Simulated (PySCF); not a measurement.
C$_{5}$H$_{11}$O$_{2}$P

Input

```
{"job": {"kind": "nmr", "xc": "PBE0", "basis": "pcSseg-1"}, "charge": 0, "multiplicity": 1}
C     -2.430399     0.287993     0.802986
P     -1.248465    -0.105301    -0.539064
O     -1.745897     0.108102    -1.904176
O     -0.914094    -1.666398    -0.285785
C      0.310343     0.770458    -0.123168
C      1.437676     0.387863    -1.091416
C      2.105189    -0.419216     0.031550
C      1.095025     0.149714     1.038713
H     -2.623276     1.356883     0.797577
H     -2.039077    -0.015190     1.768093
H     -3.358039    -0.240694     0.596253
H     -1.055978    -2.121434    -1.117694
H      0.086646     1.835074    -0.045933
H      1.113076    -0.182625    -1.961792
H      2.025735     1.237980    -1.431513
H      3.147380    -0.173995     0.226041
H      2.013116    -1.494996    -0.100018
H      1.521331     0.888650     1.714948
H      0.549904    -0.593618     1.616935
```

Launched as:

```sh
OMP_NUM_THREADS=1 python probes_run.py task.json out
```

Geometry: GFN2-xTB.

Computed with PBE0/pcSseg-1, SCF density, gas phase, non-relativistic in PySCF.

> What will maps of the electron density and electron localisation function show?

C–C (1.53 Å): ρ is about 1.6 e/Å³ halfway; the ELF peaks at about 0.95 between the atoms; a covalent bond.
C–P (1.83 Å): ρ at the midpoint is about 1.2 e/Å³; the ELF peaks at about 0.95 between the atoms; localised, covalent bonding.
C–H (1.09 Å): ρ at the midpoint is about 2 e/Å³; the ELF climbs to about 1 towards the hydrogen, as it does in any bond to H: a covalent bond by its length.

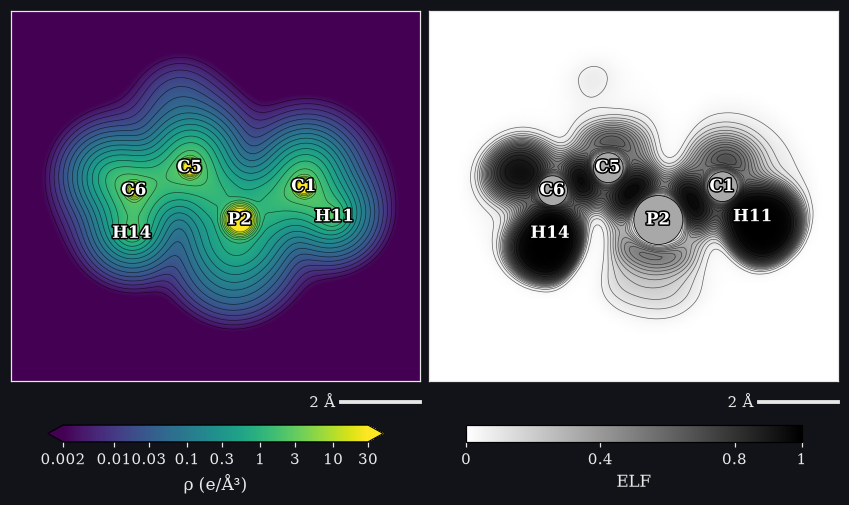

Computed electron density and electron localisation function on the plane of atoms C1, P2 and C5, in this order. Grey discs cover the atomic cores in the ELF map. 
